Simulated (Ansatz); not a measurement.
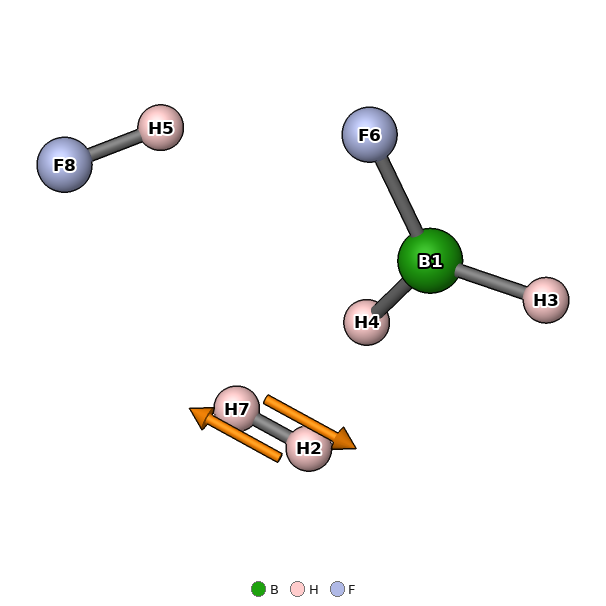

The arrows show one normal mode. Harmonic vibrations computed with RKS PBE0-D4/def2-TZVP (Ansatz 0.2.0) at a stationary point of the same level.

Describe the motion.

Answer. Mostly H–H stretching.

Estimate its harmonic wavenumber.

Answer. 4374 cm⁻¹; it is mode 18 of 18 counted from the lowest.
